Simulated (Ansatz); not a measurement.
# CH8Si2 (SMILES [SiH3]C[SiH3]): r2SCAN/def2-SVP

What is the vertical singlet–triplet gap of CH8Si2 at r2SCAN/def2-SVP? 

The results are computed with Ansatz 0.2.0.

56 further runs of the same task are left out: 56 set aside as unsound or not needed.

## Step 1: The molecule

CH8Si2 has 11 atoms, charge 0, and is taken as a singlet. SMILES: `[SiH3]C[SiH3]`. Geometry: relaxed at PBE0-D4/def2-TZVP.

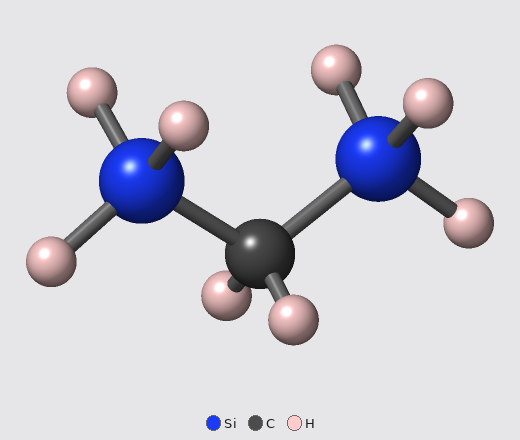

Viewed from a chosen angle; silicon blue, carbon dark grey, hydrogen pink.

## Step 2: The energy at r2SCAN/def2-SVP

The input, run.yaml:

```yaml
crystal:
  periodic: [false, false, false]
  atoms:
    - symbol: Si
      position_ang: [-1.158980, 1.034720, -0.344660]
    - symbol: C
      position_ang: [-0.286340, -0.621440, -0.365590]
    - symbol: Si
      position_ang: [1.335180, -0.652340, 0.569590]
    - symbol: H
      position_ang: [-2.435800, 0.976800, -1.106490]
    - symbol: H
      position_ang: [-0.293510, 2.078920, -0.955560]
    - symbol: H
      position_ang: [-1.463790, 1.436810, 1.054620]
    - symbol: H
      position_ang: [-0.954100, -1.377620, 0.060730]
    - symbol: H
      position_ang: [-0.099440, -0.908830, -1.405770]
    - symbol: H
      position_ang: [1.110650, -0.304370, 1.998260]
    - symbol: H
      position_ang: [2.282060, 0.336720, -0.011600]
    - symbol: H
      position_ang: [1.964060, -1.999380, 0.506460]
basis:
  gaussian: {orbitals: def2-SVP}
accuracy: high
hamiltonian: {xc: {name: r2SCAN}}
output: {orbitals: {seedname: orbitals}}
```

The run is started by

```console
$ ansatz run run.yaml --threads 1 --pin off --max-ram 3480MiB --events-out events.jsonl --progress --plain --runs-dir runs
```

The log of the run:

```text
Warning: RAYON_NUM_THREADS=1 ignored (pool sized by the plan → 1); use --threads N
Functional definition: r2SCAN
  name "r2SCAN"
  parameter k0 = 0.174
  parameter k1 = 0.065
  parameter a1 = 4.9479
  exchange = r2scan_x(k0 = k0, k1 = k1, a1 = a1)
  correlation = r2scan_c
2074 factors; integrals over basis functions are off by at most 3.9e-9 eV
mean field evaluation 1: about -16909.3800 eV, gradient 4.5e1 eV
mean field evaluation 2: about -16903.5138 eV, gradient 6.1e1 eV
mean field evaluation 4: about -16914.5654 eV, gradient 8.9e-1 eV
mean field evaluation 8: about -16914.5643 eV, gradient 1.1e-2 eV
mean field evaluation 16: about -16914.5643 eV, gradient 1.4e-7 eV
mean field -16914.56431743 eV, -621.5987735621 hartree, gradient 1.3e-8 eV, S^2 0.000000; 0 other end points of the search recorded, 0 dependent functions left out
reference -16914.56431829 eV, -621.5987735936 hartree; 21, 21 occupied and 69, 69 virtual orbitals, 2074 factors
Total energy: -16914.56431829 eV, -621.5987735936 hartree
```

It took 3.6 s on 1 thread of AMD EPYC 9R45 (Zen 5), shared host; peak memory 0.31 GiB.

## Step 3: The triplet, same level

The input, job.yaml:

```yaml
basis:
  gaussian: {orbitals: def2-SVP}
crystal:
  periodic: [false, false, false]
  atoms:
    - {symbol: Si, position_ang: [-1.158980, 1.034720, -0.344660]}
    - {symbol: C, position_ang: [-0.286340, -0.621440, -0.365590]}
    - {symbol: Si, position_ang: [1.335180, -0.652340, 0.569590]}
    - {symbol: H, position_ang: [-2.435800, 0.976800, -1.106490]}
    - {symbol: H, position_ang: [-0.293510, 2.078920, -0.955560]}
    - {symbol: H, position_ang: [-1.463790, 1.436810, 1.054620]}
    - {symbol: H, position_ang: [-0.954100, -1.377620, 0.060730]}
    - {symbol: H, position_ang: [-0.099440, -0.908830, -1.405770]}
    - {symbol: H, position_ang: [1.110650, -0.304370, 1.998260]}
    - {symbol: H, position_ang: [2.282060, 0.336720, -0.011600]}
    - {symbol: H, position_ang: [1.964060, -1.999380, 0.506460]}
magnetization: {spin_polarized: true, initial_magnetization: 2}
hamiltonian: {xc: r2scan}
accuracy: high
output: {orbitals: {seedname: orbitals}}
```

The run is started by

```console
$ ansatz run job.yaml --threads 1 --pin off --max-ram 3480MiB --events-out events.jsonl --progress --plain --runs-dir runs
```

The log of the run, cut to the lines that bear on the results:

```text
Warning: RAYON_NUM_THREADS=1 ignored (pool sized by the plan → 1); use --threads N
[... 2 set-up lines as earlier in the session ...]
[...]
2074 factors; integrals over basis functions are off by at most 3.9e-9 eV
[...]
mean field -16906.96980672 eV, -621.3196804412 hartree, gradient 6.9e-8 eV, S^2 2.009925; 10 other end points of the search recorded, 0 dependent functions left out
reference -16906.96980916 eV, -621.3196805309 hartree; 22, 20 occupied and 68, 70 virtual orbitals, 2074 factors
Total energy: -16906.96980916 eV, -621.3196805309 hartree
```

Wall time 22 s (1 thread of AMD EPYC 9R45 (Zen 5), shared host); peak memory 0.5 GiB.

## Step 4: Results

Level: r2SCAN/def2-SVP.

| quantity | value |
| --- | --- |
| singlet: total energy | -621.59877 Eh |
| singlet: HOMO energy | -7.85 eV |
| singlet: LUMO energy | 0.25 eV |
| singlet: HOMO–LUMO gap | 8.10 eV |
| triplet: total energy | -621.31968 Eh |
| triplet: HOMO energy (highest over α and β) | -0.99 eV |
| triplet: ⟨S²⟩ | 2.010 |
| vertical energy of the triplet above the singlet | 7.595 eV |

**Reading.** At this shape the triplet lies 7.59 eV (175 kcal/mol) above the singlet.
